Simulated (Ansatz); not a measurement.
IF (iodine monofluoride): a line through the functionals

IF: 2 atoms, total charge 0, spin state singlet. As SMILES, `FI`. Geometry: the measured bond length.

The HOMO–LUMO gap y, in eV, basis def2-TZVP with a core potential; a is the functional's share of exact exchange. Programs: Ansatz 0.2.0.

| functional | program | a | y (eV) |
| --- | --- | --- | --- |
| BLYP | Ansatz | 0 | 2.26 |
| PBE | Ansatz | 0 | 2.30 |
| B3LYP | Ansatz | 0.2 | 4.06 |
| r2SCAN0 | Ansatz | 0.25 | 4.82 |
| PBE0 | Ansatz | 0.25 | ? |
| BHLYP | Ansatz | 0.5 | 6.72 |

**Question.** Fit y = c + s·a to the known rows and predict PBE0.

**Answer.** 
1. Means of the 5 rows: a = 0.1900, y = 4.032.
2. Σ(Δa)² = 0.172, Σ(Δa·Δy) = 1.5466, so the slope is 1.5466/0.172 = 8.9919.
3. Intercept: 4.032 − (8.9919) × 0.1900 = 2.324. The largest residual of the fit is 0.25.
4. PBE0: 2.324 + (8.9919) × 0.25 = 4.57 eV.

The run gave 4.56 eV, so the prediction is off by +0.01 eV, within the scatter of the fit. Exact exchange lowers occupied levels and raises empty ones.

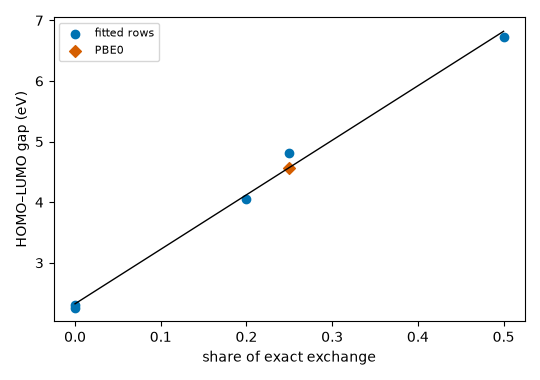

The fitted line, with the withheld row.
